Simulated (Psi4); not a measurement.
**GeH3 (SMILES [GeH3]): a chain of runs**

We compute a structure relaxation (doublet GeH3, UCAM-B3LYP/def2-SVPD), then a single-point energy (singlet [GeH3]+, CAM-B3LYP/def2-SVPD), then a structure relaxation (singlet [GeH3]+, CAM-B3LYP/def2-SVPD), then a single-point energy (singlet [GeH3]−, CAM-B3LYP/def2-SVPD), then a structure relaxation (singlet [GeH3]−, CAM-B3LYP/def2-SVPD) of GeH3. 

The results are computed with Psi4 1.11.

## (1) Starting point

GeH3 has 4 atoms, charge 0, and is taken as a doublet. SMILES: `[GeH3]`. The shape is that of a PBE0-D4/def2-TZVP optimisation. The run starts from this shape.

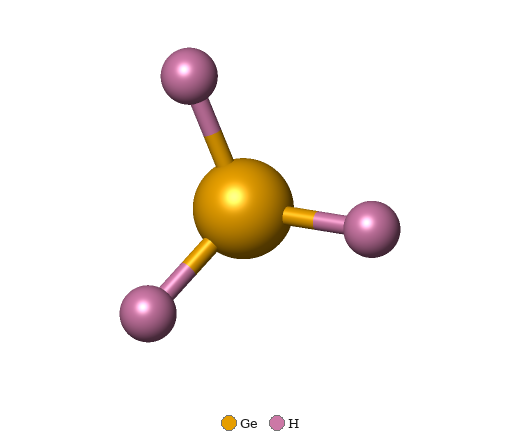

Viewed from a chosen angle; germanium amber, hydrogen pink.

## (2) A structure relaxation at UCAM-B3LYP/def2-SVPD (density fitting) (run 1)

The input, geh3.dat:

```
memory 1600 mb

molecule {
  0 2
  Ge
  H 1 1.539089
  H 1 1.539135 2 111.11836
  H 1 1.539106 2 111.11762 3 124.27885
  symmetry c1
}

set basis def2-SVPD
set reference uks

result, w = opt('cam-b3lyp', return_wfn=True)
```

Command:

```console
$ psi4 geh3.dat geh3.out -n 1
```

geh3.out:

```text
[...]
  Running in c1 symmetry.
[...]
  Nuclear repulsion =   33.632093081797727
[...]
  Multiplicity = 2
[...]
  Nalpha       = 18
  Nbeta        = 17
[...]
    Number of basis functions: 62
[...]
   @DF-UKS iter   1: -2077.26193641738246   -2.17385e+00   3.83198e-02 DIIS/ADIIS
[...]
   @DF-UKS iter   7: -2078.60085351670523    4.54747e-13   6.18864e-09 DIIS
[...]
   @S^2 Observed:                7.514012024E-01
[...]
    Orbital Energies [Eh]
    ---------------------
    Alpha Occupied:
       1A   -398.776022     2A    -49.836501     3A    -44.373992
       4A    -44.371858     5A    -44.371858     6A     -6.294229
       7A     -4.472683     8A     -4.467391     9A     -4.467391
      10A     -1.293338    11A     -1.292720    12A     -1.292720
      13A     -1.288940    14A     -1.288940    15A     -0.634622
      16A     -0.413390    17A     -0.413390    18A     -0.274998
    Alpha Virtual:
      19A      0.033746    20A      0.075852    21A      0.075852
      22A      0.094228    23A      0.125045    24A      0.125046
      25A      0.177896    26A      0.177896    27A      0.203498
[...]
  @DF-UKS Final Energy: -2078.60085351670523
   => Energetics <=
    Nuclear Repulsion Energy =             33.6782793196422077
    One-Electron Energy =               -2962.5676253324227218
    Two-Electron Energy =                 912.7482544064475860
    DFT Exchange-Correlation Energy =     -62.4597619103725705
    Empirical Dispersion Energy =           0.0000000000000000
    VV10 Nonlocal Energy =                  0.0000000000000000
    Total Energy =                      -2078.6008535167056834
[...]
 Multipole Moments:
 ------------------------------------------------------------------------------------
     Multipole            Electronic (a.u.)      Nuclear  (a.u.)        Total (a.u.)
 ------------------------------------------------------------------------------------
 L = 1.  Multiply by 2.5417464519 to convert [e a0] to [Debye]
 Dipole X            :         -1.2350260            1.2205138           -0.0145122
 Dipole Y            :         -0.6592152            0.6514702           -0.0077450
 Dipole Z            :         -0.4535035            0.4481722           -0.0053313
 Magnitude           :                                                    0.0172920
[...]
  -Total Gradient:
     Atom            X                  Y                   Z
    ------   -----------------  -----------------  -----------------
       1        0.000133342793     0.000071926435     0.000047871251
       2       -0.000033522660    -0.000018007710    -0.000055513068
       3       -0.000033534125    -0.000059182961     0.000001786876
       4       -0.000067120668     0.000005344973     0.000003096075
[...]
    Final optimized geometry and variables:
    Molecular point group: c1
    Full point group: C1
    Geometry (in Angstrom), charge = 0, multiplicity = 2:
    GE
    H             1    1.537030
    H             1    1.537027      2  110.949493
    H             1    1.537028      2  110.949480      3  123.816249
    Psi4 run time: 0:00:24.15
[...]
```

Standard output:

```text
Optimizer: Optimization complete!
```

It took 26 s on 1 thread of AMD EPYC 7R43 (Zen 3), shared host; peak memory 0.4 GiB.

Step by step:

```tsv
step	energy from the first frame kept (eV)	largest force (eV/Å)
0	0.0000	0.0386
1	-0.0002	0.0185
2	-0.0002	0.0082
```

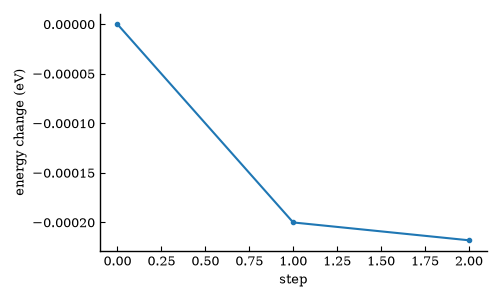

Energy along the run.

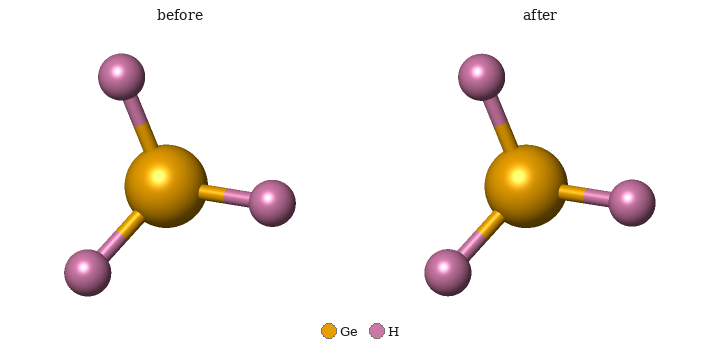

Before and after, at one scale.

After the run. Bond lengths: Ge1–H2 1.537 Å, Ge1–H3 1.537 Å, Ge1–H4 1.537 Å. Angles: H2–Ge1–H3 110.9°, H2–Ge1–H4 110.9°, H3–Ge1–H4 110.9°.

## (3) The singlet cation: the energy at CAM-B3LYP/def2-SVPD (density fitting) (run 2)

The input, geh3.xyz:

```xyz
4
GeH3
Ge     0.214663    -0.125892    -0.249569
H      1.053939     0.109293     1.016435
H     -0.879824    -1.174899     0.003672
H     -0.393358     1.190900    -0.758316
```

The input, geh3.py:

```python
import psi4

psi4.set_memory('1600 MB')
psi4.set_num_threads(1)
psi4.set_output_file('geh3.out', False)

with open('geh3.xyz') as f:
    atoms = ''.join(f.readlines()[2:])
mol = psi4.geometry('1 1\n' + atoms + 'symmetry c1')

options = {'basis': 'def2-SVPD'}
psi4.set_options(options)

e_tot, wfn = psi4.energy("cam-b3lyp", return_wfn=True)
print(f'cam-b3lyp energy: {e_tot:.10f} Eh')
for k, v in sorted(psi4.core.scalar_variables().items()):
    print(f'{k:45s} {v:18.10f}')
```

Command:

```console
$ python geh3.py
```

geh3.out:

```text
[...]
  Running in c1 symmetry.
[...]
  Nuclear repulsion =   33.678283813088221
[...]
  Multiplicity = 1
[...]
  Nalpha       = 17
  Nbeta        = 17
[...]
    Number of basis functions: 62
[...]
   @DF-RKS iter   1: -2077.16332819417721   -2.07170e+00   3.69759e-02 DIIS/ADIIS
[...]
   @DF-RKS iter   7: -2078.27665493683844   -5.34251e-08   5.52486e-07 DIIS
[...]
    Orbital Energies [Eh]
    ---------------------
    Doubly Occupied:
       1A   -399.100569     2A    -50.159517     3A    -44.698927
       4A    -44.693813     5A    -44.693813     6A     -6.616775
       7A     -4.801890     8A     -4.785828     9A     -4.785828
      10A     -1.620463    11A     -1.616481    12A     -1.616481
      13A     -1.604391    14A     -1.604391    15A     -0.902707
      16A     -0.675440    17A     -0.675439
[...]
  @DF-RKS Final Energy: -2078.27665493683844
   => Energetics <=
    Nuclear Repulsion Energy =             33.6782838130882212
    One-Electron Energy =               -2951.6186578715078213
    Two-Electron Energy =                 901.9632103182747187
    DFT Exchange-Correlation Energy =     -62.2994911966931681
    Empirical Dispersion Energy =           0.0000000000000000
    VV10 Nonlocal Energy =                  0.0000000000000000
    Total Energy =                      -2078.2766549368379856
[...]
 Multipole Moments:
 ------------------------------------------------------------------------------------
     Multipole            Electronic (a.u.)      Nuclear  (a.u.)        Total (a.u.)
 ------------------------------------------------------------------------------------
 L = 1.  Multiply by 2.5417464519 to convert [e a0] to [Debye]
 Dipole X            :          1.0091339           -0.8834451            0.1256888
 Dipole Y            :         -0.5879797            0.5147473           -0.0732323
 Dipole Z            :         -1.1812905            1.0341594           -0.1471312
 Magnitude           :                                                    0.2069015
[...]
```

Standard output:

```text
cam-b3lyp energy: -2078.2766549368 Eh
CURRENT ENERGY                                  -2078.2766549368
CURRENT REFERENCE ENERGY                        -2078.2766549368
DD SOLVATION ENERGY                                 0.0000000000
DFT FUNCTIONAL TOTAL ENERGY                     -2078.2766549368
DFT TOTAL ENERGY                                -2078.2766549368
DFT VV10 ENERGY                                     0.0000000000
DFT XC ENERGY                                     -62.2994911967
GRID ELECTRONS ALPHA                               16.9999991703
GRID ELECTRONS BETA                                16.9999991703
GRID ELECTRONS TOTAL                               33.9999983406
NUCLEAR REPULSION ENERGY                           33.6782838131
ONE-ELECTRON ENERGY                             -2951.6186578715
PCM POLARIZATION ENERGY                             0.0000000000
PE ENERGY                                           0.0000000000
SCF ITERATION ENERGY                            -2078.2766549368
SCF ITERATIONS                                      7.0000000000
SCF TOTAL ENERGY                                -2078.2766549368
TWO-ELECTRON ENERGY                               901.9632103183
XC GRID RADIAL POINTS                              75.0000000000
XC GRID SPHERICAL POINTS                          302.0000000000
XC GRID TOTAL POINTS                            88067.0000000000
```

It took 5.7 s on 1 thread of AMD EPYC 7R43 (Zen 3), shared host; peak memory 0.38 GiB.

## (4) The singlet cation: a structure relaxation at CAM-B3LYP/def2-SVPD (density fitting) (run 3)

The input, geh3.in:

```
memory 1.6 GB

molecule {
  1 1
  Ge     0.214663    -0.125892    -0.249569
  H      1.053939     0.109293     1.016435
  H     -0.879824    -1.174899     0.003672
  H     -0.393358     1.190900    -0.758316
  symmetry c1
}

set globals {
  basis def2-SVPD
  geom_maxiter 50
}

e = optimize('cam-b3lyp')
print_variables()
```

Command:

```console
$ psi4 -i geh3.in -o geh3.out -n 1
```

geh3.out (excerpt; [...] marks lines left out):

```text
[...]
  Running in c1 symmetry.
[...]
  Nuclear repulsion =   33.678283813088221
[...]
  Multiplicity = 1
[...]
  Nalpha       = 17
  Nbeta        = 17
[...]
    Number of basis functions: 62
[...]
   @DF-RKS iter   1: -2077.16332819417721   -2.07170e+00   3.69759e-02 DIIS/ADIIS
[...]
   @DF-RKS iter   6: -2078.30566896441314   -1.09139e-11   4.76330e-09 DIIS
[...]
  @DF-RKS Final Energy: -2078.30566896441314
   => Energetics <=
    Nuclear Repulsion Energy =             34.0039780297779615
    One-Electron Energy =               -2952.3380284205250064
    Two-Electron Energy =                 902.3388938439437652
    DFT Exchange-Correlation Energy =     -62.3105124176097647
    Empirical Dispersion Energy =           0.0000000000000000
    VV10 Nonlocal Energy =                  0.0000000000000000
    Total Energy =                      -2078.3056689644131438
[...]
 Multipole Moments:
 ------------------------------------------------------------------------------------
     Multipole            Electronic (a.u.)      Nuclear  (a.u.)        Total (a.u.)
 ------------------------------------------------------------------------------------
 L = 1.  Multiply by 2.5417464519 to convert [e a0] to [Debye]
 Dipole X            :          0.0012988           -0.0011303            0.0001685
 Dipole Y            :         -0.0007667            0.0006686           -0.0000980
 Dipole Z            :         -0.0015496            0.0013442           -0.0002054
 Magnitude           :                                                    0.0002832
[...]
  -Total Gradient:
     Atom            X                  Y                   Z
    ------   -----------------  -----------------  -----------------
       1        0.000050193559    -0.000027966174    -0.000058717093
       2       -0.000131560357     0.000002276966    -0.000074991908
       3        0.000064744091     0.000132232439     0.000028017762
       4        0.000017313949    -0.000105839701     0.000105969678
[...]
    Final optimized geometry and variables:
    Molecular point group: c1
    Full point group: C1
    Geometry (in Angstrom), charge = 1, multiplicity = 1:
    GE           0.000014466220    -0.000008557349    -0.000017203350
    H            1.171908401199     0.070450292126     0.966890900141
    H           -0.839485800722    -1.265307472060    -0.086523474782
[...]
```

The script printed:

```text
Optimizer: Optimization complete!
```

Wall time 24 s (1 thread of AMD EPYC 7R43 (Zen 3), shared host); peak memory 0.41 GiB.

Step by step:

```tsv
step	energy from the first frame kept (eV)	largest force (eV/Å)
0	0.0000	3.2036
1	-0.4344	2.2148
2	-0.7180	0.9736
3	-0.7864	0.2069
4	-0.7895	0.0078
```

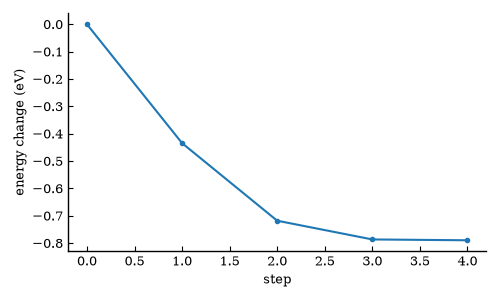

Energy along the run.

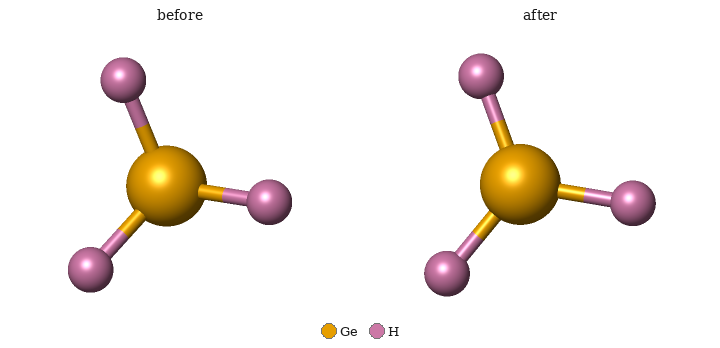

Before and after, at one scale.

After the run. Bond lengths: Ge1–H2 1.521 Å, Ge1–H3 1.521 Å, Ge1–H4 1.521 Å. Angles: H2–Ge1–H3 120.0°, H2–Ge1–H4 120.0°, H3–Ge1–H4 120.0°.

## (5) The singlet anion: a single-point energy at CAM-B3LYP/def2-SVPD (density fitting) (run 4)

The input, job.inp:

```
memory 1.6 GB

molecule system {
  -1 1
  Ge     0.214663    -0.125892    -0.249569
  H      1.053939     0.109293     1.016435
  H     -0.879824    -1.174899     0.003672
  H     -0.393358     1.190900    -0.758316
  symmetry c1
}

set globals {
  reference rks
}

energy_value = energy('cam-b3lyp/def2-SVPD')
print_variables()
```

Command:

```console
$ psi4 job.inp job.out -n 1
```

job.out:

```text
[...]
  Running in c1 symmetry.
[...]
  Nuclear repulsion =   33.678283813088221
[...]
  Multiplicity = 1
[...]
  Nalpha       = 18
  Nbeta        = 18
[...]
    Number of basis functions: 62
[...]
   @DF-RKS iter   1: -2076.94459412246761   -1.85296e+00   4.00227e-02 ADIIS/DIIS
[...]
   @DF-RKS iter   9: -2078.62743499002318   -5.17402e-07   9.51232e-07 DIIS
[...]
    Orbital Energies [Eh]
    ---------------------
    Doubly Occupied:
       1A   -398.495445     2A    -49.556583     3A    -44.092705
       4A    -44.092705     5A    -44.091878     6A     -6.012882
       7A     -4.189174     8A     -4.189174     9A     -4.184507
      10A     -1.013456    11A     -1.013456    12A     -1.007637
      13A     -1.007637    14A     -1.006550    15A     -0.370311
      16A     -0.169408    17A     -0.169408    18A      0.011941
[...]
  @DF-RKS Final Energy: -2078.62743499002318
   => Energetics <=
    Nuclear Repulsion Energy =             33.6782838130882212
    One-Electron Energy =               -2972.1435036013890567
    Two-Electron Energy =                 922.4211206067692501
    DFT Exchange-Correlation Energy =     -62.5833358084916682
    Empirical Dispersion Energy =           0.0000000000000000
    VV10 Nonlocal Energy =                  0.0000000000000000
    Total Energy =                      -2078.6274349900231755
[...]
 Multipole Moments:
 ------------------------------------------------------------------------------------
     Multipole            Electronic (a.u.)      Nuclear  (a.u.)        Total (a.u.)
 ------------------------------------------------------------------------------------
 L = 1.  Multiply by 2.5417464519 to convert [e a0] to [Debye]
 Dipole X            :          0.7176572           -0.8834451           -0.1657878
 Dipole Y            :         -0.4181508            0.5147473            0.0965965
 Dipole Z            :         -0.8400946            1.0341594            0.1940648
 Magnitude           :                                                    0.2729059
[...]
```

Wall time 6.3 s (1 thread of AMD EPYC 7R43 (Zen 3), shared host); peak memory 0.38 GiB.

## (6) The singlet anion: a structure relaxation at CAM-B3LYP/def2-SVPD (density fitting) (run 5)

The input, geh3.inp:

```
memory 1600 MB

molecule {
  -1 1
  Ge     0.214663    -0.125892    -0.249569
  H      1.053939     0.109293     1.016435
  H     -0.879824    -1.174899     0.003672
  H     -0.393358     1.190900    -0.758316
  symmetry c1
}

set basis def2-SVPD
set geom_maxiter 50

e_tot, wfn = opt('cam-b3lyp', return_wfn=True)
```

Command:

```console
$ psi4 -i geh3.inp -o geh3.out -n 1
```

geh3.out (excerpt; [...] marks lines left out):

```text
[...]
  Running in c1 symmetry.
[...]
  Nuclear repulsion =   33.678283813088221
[...]
  Multiplicity = 1
[...]
  Nalpha       = 18
  Nbeta        = 18
[...]
    Number of basis functions: 62
[...]
   @DF-RKS iter   1: -2076.94459412246761   -1.85296e+00   4.00227e-02 ADIIS/DIIS
[...]
   @DF-RKS iter   7: -2078.65345824102587   -1.22782e-11   7.73842e-09 DIIS
[...]
  @DF-RKS Final Energy: -2078.65345824102587
   => Energetics <=
    Nuclear Repulsion Energy =             32.2442371496811404
    One-Electron Energy =               -2969.2724664558277254
    Two-Electron Energy =                 920.9424224435232418
    DFT Exchange-Correlation Energy =     -62.5676513784028430
    Empirical Dispersion Energy =           0.0000000000000000
    VV10 Nonlocal Energy =                  0.0000000000000000
    Total Energy =                      -2078.6534582410258736
[...]
 Multipole Moments:
 ------------------------------------------------------------------------------------
     Multipole            Electronic (a.u.)      Nuclear  (a.u.)        Total (a.u.)
 ------------------------------------------------------------------------------------
 L = 1.  Multiply by 2.5417464519 to convert [e a0] to [Debye]
 Dipole X            :          1.8539389           -1.6549238            0.1990151
 Dipole Y            :         -1.0801807            0.9642317           -0.1159490
 Dipole Z            :         -2.1702086            1.9372413           -0.2329673
 Magnitude           :                                                    0.3276049
[...]
  -Total Gradient:
     Atom            X                  Y                   Z
    ------   -----------------  -----------------  -----------------
       1       -0.000001184619     0.000001012895     0.000002123825
       2       -0.000061070886    -0.000004076363    -0.000049188239
       3        0.000041643659     0.000068335475     0.000005470138
       4        0.000014566768    -0.000063810626     0.000046435168
[...]
    Final optimized geometry and variables:
    Molecular point group: c1
    Full point group: C1
    Geometry (in Angstrom), charge = -1, multiplicity = 1:
    GE           0.021180327827    -0.012340594157    -0.024793531306
    H            0.517226667758     0.363727589804     1.459541690501
    H           -1.258756466510    -0.815677098066     0.529412196511
[...]
```

On the terminal:

```text
Optimizer: Optimization complete!
```

It took 24 s on 1 thread of AMD EPYC 7R43 (Zen 3), shared host; peak memory 0.41 GiB.

Steps, from the record of the run:

```tsv
step	energy from the first frame kept (eV)	largest force (eV/Å)
0	0.0000	3.0470
1	-0.4261	2.1366
2	-0.7081	0.0588
3	-0.7081	0.0041
```

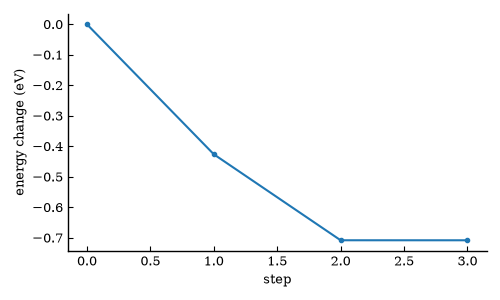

Energy along the run.

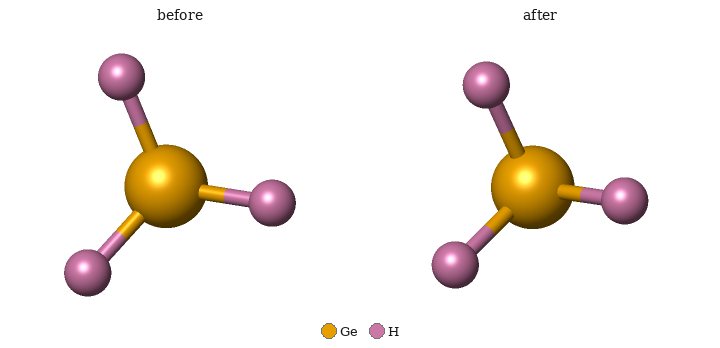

Before and after, at one scale.

After the run. Bond lengths: Ge1–H2 1.610 Å, Ge1–H3 1.610 Å, Ge1–H4 1.610 Å. Angles: H2–Ge1–H3 92.5°, H2–Ge1–H4 92.5°, H3–Ge1–H4 92.5°.

## (7) What came out

| quantity | value |
| --- | --- |
| run 1, UCAM-B3LYP/def2-SVPD: total energy at the end | -2078.60085 Eh |
| run 1, UCAM-B3LYP/def2-SVPD: dipole moment | 0.04 D |
| run 1, UCAM-B3LYP/def2-SVPD: HOMO energy (highest over α and β) | -7.48 eV |
| run 1, UCAM-B3LYP/def2-SVPD: LUMO energy (lowest over α and β) | -1.84 eV |
| run 1, UCAM-B3LYP/def2-SVPD: ⟨S²⟩ | 0.751 |
| singlet cation, run 2: total energy | -2078.27665 Eh |
| singlet cation, run 2: HOMO energy | -18.38 eV |
| singlet cation, run 2: LUMO energy | -10.13 eV |
| singlet cation, run 2: HOMO–LUMO gap | 8.25 eV |
| singlet cation, run 3: total energy at the end | -2078.30567 Eh |
| singlet cation, run 3: HOMO energy | -18.71 eV |
| singlet cation, run 3: LUMO energy | -9.07 eV |
| singlet cation, run 3: HOMO–LUMO gap | 9.64 eV |
| singlet anion, run 4: total energy | -2078.62743 Eh |
| singlet anion, run 4: HOMO energy | 0.32 eV |
| singlet anion, run 4: LUMO energy | 5.49 eV |
| singlet anion, run 4: HOMO–LUMO gap (to an unbound level, set by the basis) | 5.16 eV |
| singlet anion, run 5: total energy at the end | -2078.65346 Eh |
| singlet anion, run 5: HOMO energy | -1.04 eV |
| singlet anion, run 5: LUMO energy | 5.47 eV |
| singlet anion, run 5: HOMO–LUMO gap (to an unbound level, set by the basis) | 6.51 eV |
| adiabatic electron affinity (to the singlet anion, no zero-point term) | 1.431 eV |
| adiabatic ionisation energy (to the singlet cation, no zero-point term) | 8.032 eV |

What this shows: The adiabatic electron affinity (to the singlet anion, no zero-point term) is 1.43 eV (33 kcal/mol). The adiabatic ionisation energy (to the singlet cation, no zero-point term) is 8.03 eV (775 kJ/mol). The optimisation (run 1, UCAM-B3LYP/def2-SVPD) took 3 steps and changed the energy by -0.000 eV. The optimisation (singlet cation, run 3) took 5 steps and changed the energy by -0.790 eV. The HOMO (singlet anion, run 4) lies at positive energy, 0.32 eV; only total energies tell whether the electron is bound. The optimisation (singlet anion, run 5) took 4 steps and changed the energy by -0.708 eV.
